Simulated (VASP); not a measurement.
Band structure of FeS₂ (marcasite). These are PBEsol GGA, VASP's PBE PAW potentials (set 64) (plane waves; VASP) values and carry that method's errors.

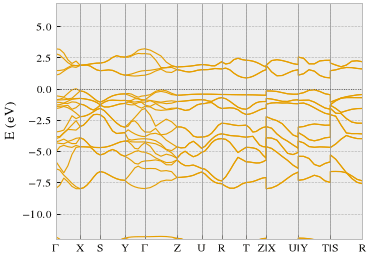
Bands along high-symmetry lines, zero at the valence-band maximum or, without a gap, the Fermi level

Task: Read the plot: is there a gap, and where are the band edges?

Result: The gap is indirect, 0.87 eV, from the valence maximum at Γ-X at 0.83 to the conduction minimum at T. (Edges off the drawn lines would not show.)

The compound is FeS2 in the marcasite structure. It was relaxed first. The run is not spin-polarised, so no magnetic state was tried.
